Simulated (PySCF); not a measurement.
# C2H7FOSi2: geometry, spin-spin couplings

Aim: predict the spin-spin couplings of C2H7FOSi2 (`O[Si@H]1C[Si@H](F)C1`).

Computed with PySCF 2.14.0, with density-fitted response routines of our own, on a single molecule in the gas phase. Atoms count from 0, in the outputs and in this text.

### Step 1. The molecule as given

13 atoms, charge 0, multiplicity 1; geometry from: GFN2-xTB. The atoms were then displaced at random by about 0.01 Å, so the start is not that level's minimum.

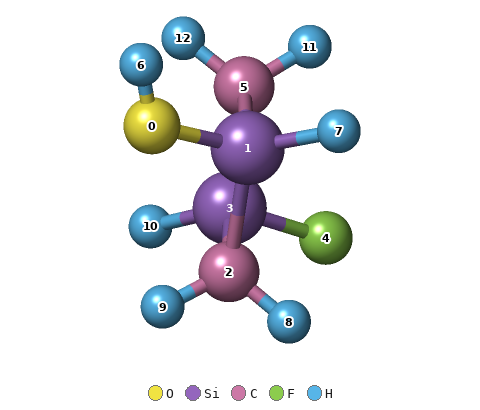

The starting geometry (oxygen yellow, silicon purple, carbon pink, fluorine green, hydrogen blue), atoms numbered.

### Step 2. Geometry optimisation at PBE0-D3(BJ)/def2-SVP

What the job is given:

```
{"job": {"xc": "PBE0", "basis": "def2-SVP", "d3": "d3bj", "grid": 1, "shake": 0.01, "kind": "geom"}, "charge": 0, "multiplicity": 1}
O      1.466980    -1.384640    -1.297590
Si     1.030600     0.013970    -0.536900
C     -0.755010     0.478460    -1.092150
Si    -1.345940     0.283820     0.695430
F     -1.777620     1.719190     1.312190
C      0.369810    -0.220640     1.248750
H      2.222770    -1.864430    -1.042450
H      2.108120     1.027380    -0.671180
H     -0.845350     1.488080    -1.467870
H     -1.168330    -0.204080    -1.799020
H     -2.539790    -0.553370     1.008520
H      0.813790     0.428840     2.008710
H      0.425800    -1.229470     1.623260
```

Started as:

```bash
$ OMP_NUM_THREADS=1 python probes_run.py task.json out
```

The driver reads the jobs from task.json and runs them one after another.

**Question.** This job is followed by: B3LYP/cc-pVTZ indirect spin-spin coupling, non-relativistic, gas phase; B3LYP/6-31G* indirect spin-spin coupling, non-relativistic, gas phase. Predict these results of the whole session: point group; rotational constants (main isotopes); largest coupling of the table (B3LYP/cc-pVTZ); range of J(Si3,F4), mean over like pairs.

The runs gave:

```
                                     quantity                      value
                                  point group                         C1
         rotational constants (main isotopes)       5.47, 1.41, 1.30 GHz
largest coupling of the table (B3LYP/cc-pVTZ)  1J(Si,F) Si3–F4, 371.1 Hz
     range of J(Si3,F4), mean over like pairs          292.8 to 371.1 Hz
```

**Reading.** Relaxing lowered the energy by 0.155 eV in 5 steps; the close pair that moved most is Si1–C2, from 1.927 to 1.890 Å. No frequency check was run at this level, so the end point may be a saddle. Of the pairs tabulated at B3LYP/cc-pVTZ, Si3–F4 couples most strongly (371.1 Hz; Fermi contact 313.9 Hz). Couplings across rotatable bonds belong to this one conformer; where others are populated, the observed values are averages. The coupling Si3–F4, as a mean over pairs of its kind, runs from 292.8 Hz (B3LYP/6-31G*) to 371.1 Hz (B3LYP/cc-pVTZ). Couplings from bases without tight functions are rough.
